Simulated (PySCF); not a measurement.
# OH− (hydroxide) at 6 levels

Aim: a comparison of 6 runs (B3LYP/6-31G*, PBE0/6-31G*, r2SCAN/6-31G*, MP2/6-31G*, CCSDT(Q)/6-31G*, FCI/6-31G*) of OH− (hydroxide). The job is set up through a Python script.

Program for the calculation: PySCF 2.14.0.

2 further runs of the same task are left out: 2 set aside as unsound or not needed.

**1. The structure to begin with**

OH−: 2 atoms, total charge -1, spin state singlet. As SMILES, `[OH-]`. Geometry: relaxed at PBE0-D4/def2-TZVPD.

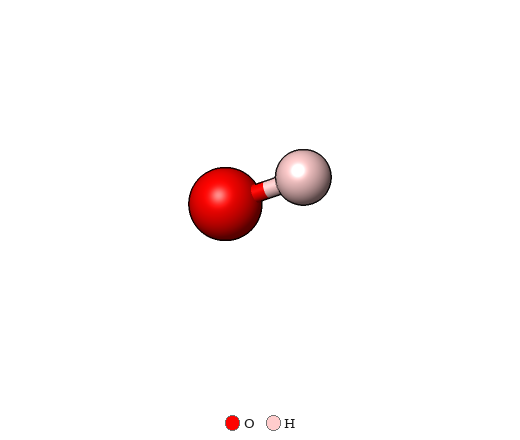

The structure, seen from a chosen angle (oxygen red, hydrogen pink).

**2. A single-point energy at B3LYP/6-31G(d) (spherical functions) (run 1)**

File mol.xyz:

```xyz
2

O      0.411800    -0.131800     0.212500
H     -0.411800     0.131800    -0.212500
```

File input.py:

```python
from pyscf import gto, dft

mol = gto.M(
    atom='mol.xyz',
    max_memory=1860,
    verbose=4,
    basis='6-31g*',
    charge=-1,
)

myscf = dft.RKS(mol)
myscf.xc = 'b3lyp'
myscf.grids.level = 5
myscf.conv_tol = 1e-10
myscf.kernel()
if not myscf.converged:
    myscf = myscf.newton().run(myscf.mo_coeff, myscf.mo_occ)

e_final = myscf.e_tot
print('Final energy', e_final)
```

On the command line:

```sh
$ OMP_NUM_THREADS=1 python input.py
```

The log of the run:

```text
PySCF version 2.14.0

[INPUT] num. atoms = 2
[INPUT] num. electrons = 10
[INPUT] charge = -1
[INPUT] spin (= nelec alpha-beta = 2S) = 0
[INPUT] symmetry False subgroup None
[INPUT] Mole.unit = angstrom
[INPUT] Symbol           X                Y                Z      unit          X                Y                Z       unit  Magmom
[INPUT]  1 O      0.411800000000  -0.131800000000   0.212500000000 AA    0.778189218096  -0.249065903218   0.401566801470 Bohr   0.0
[INPUT]  2 H     -0.411800000000   0.131800000000  -0.212500000000 AA   -0.778189218096   0.249065903218  -0.401566801470 Bohr   0.0

nuclear repulsion = 4.39356704194782
number of shells = 8
number of NR pGTOs = 31
number of NR cGTOs = 16
basis = 6-31g*
ecp = {}

******** <class 'pyscf.dft.rks.RKS'> ********
method = RKS
initial guess = minao
damping factor = 0
level_shift factor = 0
DIIS = <class 'pyscf.scf.diis.CDIIS'>
diis_start_cycle = 1
diis_space = 8
diis_damp = 0
SCF conv_tol = 1e-10
SCF conv_tol_grad = None
SCF max_cycles = 50
direct_scf = True
direct_scf_tol = 1e-13
XC library pyscf.dft.libxc version 7.0.0
    S. Lehtola, C. Steigemann, M. J.T. Oliveira, and M. A.L. Marques.,  SoftwareX 7, 1–5 (2018)
XC functionals = b3lyp
    P. J. Stephens, F. J. Devlin, C. F. Chabalowski, and M. J. Frisch.,  J. Phys. Chem. 98, 11623 (1994)
radial grids:
    Treutler-Ahlrichs [JCP 102, 346 (1995); DOI:10.1063/1.469408] (M4) radial grids

becke partition: Becke, JCP 88, 2547 (1988); DOI:10.1063/1.454033
pruning grids: <function nwchem_prune>
grids dens level: 5
symmetrized grids: False
atomic radii adjust function: <function treutler_atomic_radii_adjust>
small_rho_cutoff = 0
Set gradient conv threshold to 1e-05
Initial guess from minao.
tot grids = 66520
init E= -75.6103388650692
  HOMO = -0.390645830114944  LUMO = 0.059973215720178  gap/eV = 12.26197
cycle= 1 E= -75.4952599955646  delta_E= 0.115  |g|= 1.07  |ddm|= 1.05
  HOMO = 0.413474365762072  LUMO = 0.497502907821103  gap/eV = 2.28653
cycle= 2 E= -75.2601133674137  delta_E= 0.235  |g|= 1.51  |ddm|= 2.46
  HOMO = 0.157891979001732  LUMO = 0.417866653512346  gap/eV = 7.07427
cycle= 3 E= -75.7161847316872  delta_E= -0.456  |g|= 0.0193  |ddm|= 1.72
  HOMO = 0.166808449069454  LUMO = 0.421082672762768  gap/eV = 6.91915
cycle= 4 E= -75.7163145317997  delta_E= -0.00013  |g|= 0.00453  |ddm|= 0.0453
  HOMO = 0.165730920041493  LUMO = 0.42137761504978  gap/eV = 6.95650
cycle= 5 E= -75.7163184853137  delta_E= -3.95e-06  |g|= 0.000743  |ddm|= 0.00442
  HOMO = 0.165545585425072  LUMO = 0.421248962486796  gap/eV = 6.95804
cycle= 6 E= -75.716318590853  delta_E= -1.06e-07  |g|= 8.27e-05  |ddm|= 0.000473
  HOMO = 0.165530513243888  LUMO = 0.421245241723159  gap/eV = 6.95835
cycle= 7 E= -75.7163185920758  delta_E= -1.22e-09  |g|= 9.01e-06  |ddm|= 5.72e-05
  HOMO = 0.165528509010242  LUMO = 0.421245917496795  gap/eV = 6.95843
cycle= 8 E= -75.7163185920924  delta_E= -1.66e-11  |g|= 1.58e-07  |ddm|= 8.64e-06
  HOMO = 0.165528524319815  LUMO = 0.421245920079972  gap/eV = 6.95842
Extra cycle  E= -75.7163185920925  delta_E= -9.95e-14  |g|= 6.22e-08  |ddm|= 1.16e-07
converged SCF energy = -75.7163185920925
Final energy -75.71631859209248
```

Wall time 1.5 s (1 thread of Arm Neoverse V1, shared host); peak memory 0.15 GiB.

**3. The energy at PBE0/6-31G(d) (spherical functions) (run 2)**

File run.py:

```python
# [OH-]
from pyscf import gto, dft

mol = gto.Mole()
mol.atom = '''
O      0.778189    -0.249066     0.401567
H     -0.778189     0.249066    -0.401567
'''
mol.max_memory = 1860
mol.basis = '6-31g*'
mol.verbose = 3
mol.charge = -1
mol.unit = 'bohr'
mol.build()

myscf = dft.RKS(mol)
myscf.xc = 'pbe0'
myscf.grids.level = 5
myscf.conv_tol = 1e-10
myscf.kernel()
if not myscf.converged:
    myscf = myscf.newton().run(myscf.mo_coeff, myscf.mo_occ)

etot = myscf.e_tot
print(f'total energy: {etot:.8f} hartree')
```

On the command line:

```sh
$ OMP_NUM_THREADS=1 python run.py
```

The log of the run:

```text
converged SCF energy = -75.6336973023411
total energy: -75.63369730 hartree
```

It took 1.6 s on 1 thread of Arm Neoverse V1, shared host; peak memory 0.15 GiB.

Run 3 isn't shown in full; the table further down has it.

**4. A single-point energy at MP2/6-31G(d) (spherical functions) (run 4)**

File calc.py:

```python
from pyscf import gto, mp

mol = gto.M(
    atom='''
O      0.778189    -0.249066     0.401567
H     -0.778189     0.249066    -0.401567
''',
    spin=0,
    verbose=3,
    max_memory=1860,
    charge=-1,
    unit='bohr',
    basis='6-31g*',
)

mf = mol.RHF()
mf.conv_tol = 1e-10
mf.kernel()
if not mf.converged:
    mf = mf.newton().run(mf.mo_coeff, mf.mo_occ)

pt = mp.MP2(mf, frozen=1).run()
etot = pt.e_tot
print(f'total energy: {etot:.8f} hartree')
```

On the command line:

```sh
$ OMP_NUM_THREADS=1 python calc.py
```

The log of the run:

```text
converged SCF energy = -75.3243059461853
E(RMP2) = -75.5088810266472  E_corr = -0.184575080461878
E(SCS-RMP2) = -75.5033547989953  E_corr = -0.179048852810005
total energy: -75.50888103 hartree
```

Wall time 0.89 s (1 thread of Arm Neoverse V1, shared host); peak memory 0.11 GiB.

Run 5 isn't shown in full; the table further down has it.

**5. A single-point energy at FCI/6-31G(d) (spherical functions) (run 6)**

File calc.py:

```python
from pyscf import gto, mcscf
from pyscf import fci

system = gto.Mole()
system.atom = 'O 0.411800 -0.131800 0.212500; H -0.411800 0.131800 -0.212500'
system.basis = '6-31g*'
system.verbose = 3
system.charge = -1
system.max_memory = 1860
system.build()

mf = system.RHF()
mf.conv_tol = 1e-10
mf.kernel()
if not mf.converged:
    mf = mf.newton().run(mf.mo_coeff, mf.mo_occ)

cas = mcscf.CASCI(mf, mf.mo_coeff.shape[-1] - 1, (system.nelec[0] - 1, system.nelec[1] - 1))  # full CI above the frozen core
cas.fcisolver = fci.direct_spin0.FCI(system)  # even spin states alone
cas.kernel()
print('<S^2> = %.4f' % cas.fcisolver.spin_square(cas.ci, cas.ncas, cas.nelecas)[0])
e_final = cas.e_tot
print('E(%s) = %.9f' % ('FCI', e_final))
```

On the command line:

```sh
$ OMP_NUM_THREADS=1 python calc.py
```

The log of the run:

```text
converged SCF energy = -75.3243059460677
CASCI E = -75.5180280970485  E(CI) = -19.7119820597206  S^2 = 0.0000000
<S^2> = 0.0000
E(FCI) = -75.518028097
```

It took 41 s on 1 thread of Arm Neoverse V1, shared host; peak memory 0.52 GiB.

**6. The series**

| run | level | integration grid | frozen core orbitals | energy (Eh) | HOMO energy (eV) | LUMO energy (eV) | HOMO–LUMO gap (eV) | wall time |
| --- | --- | --- | --- | --- | --- | --- | --- | --- |
| 1 | B3LYP/6-31G* (spherical functions) | 5 | – | -75.716319 | 4.50 | 11.46 | 6.96 | 1.5 s |
| 2 | PBE0/6-31G* (spherical functions) | 5 | – | -75.633697 | 4.10 | 11.85 | 7.75 | 1.6 s |
| 3 | r2SCAN/6-31G* (spherical functions) | 5 | – | -75.675721 | 5.57 | 11.47 | 5.91 | 2.4 s |
| 4 | MP2/6-31G* (spherical functions) | – | 1 | -75.508881 | -0.96 | 15.42 | 16.38 | 0.89 s |
| 5 | CCSDT(Q)/6-31G* (spherical functions) | – | 1 | -75.518043 | -0.96 | 15.42 | 16.38 | 1.5 s |
| 6 | FCI/6-31G* (spherical functions) | – | 1 | -75.518028 | -0.96 | 15.42 | 16.38 | 41 s |

**7. What came out**

| quantity | value |
| --- | --- |
| run 6: total energy | -75.51803 Eh |
| run 6: HOMO energy (Hartree–Fock orbitals) | -0.96 eV |
| run 6: LUMO energy (Hartree–Fock orbitals) | 15.42 eV |
| run 6: HOMO–LUMO gap (to an unbound level, set by the basis) | 16.38 eV |
| run 6: correlation energy (1 core orbital frozen) | -193.7 mEh |

What this shows: Against full CI in this basis: MP2 +9.1 mEh; CCSDT(Q) -0.0 mEh. Over runs 1, 2, 3 the HOMO–LUMO gap runs from 5.91 eV (r2SCAN/6-31G*) to 7.75 eV (PBE0/6-31G*). The empty levels of an anion lie above zero and hang on the basis. Totals of different functionals can't be ranked against each other. In runs 1, 2, 3 the HOMO lies above zero, so the outermost electron may be held by the basis alone. All runs together took 48 s, the longest 41 s.
